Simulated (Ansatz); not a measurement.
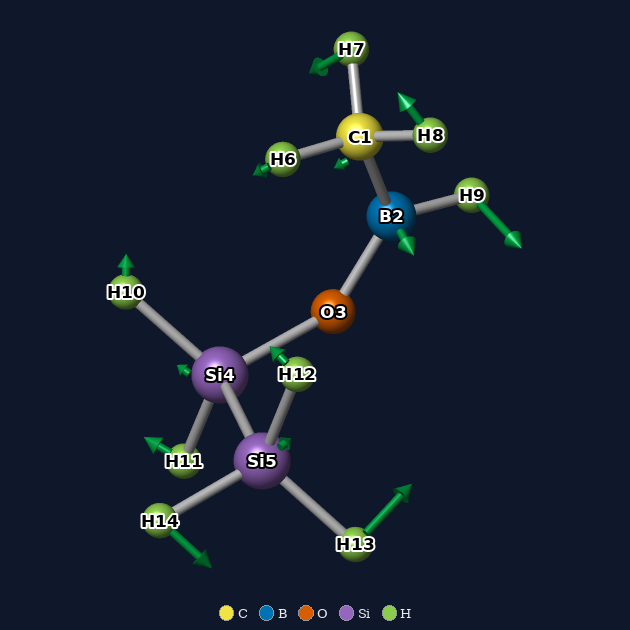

The arrows show one normal mode. Harmonic vibrations computed with RKS PBE0-D4/def2-TZVP (Ansatz 0.2.0) at a stationary point of the same level.

At what wavenumber does it lie?

Answer. 109 cm⁻¹; it is mode 4 of 36 counted from the lowest.
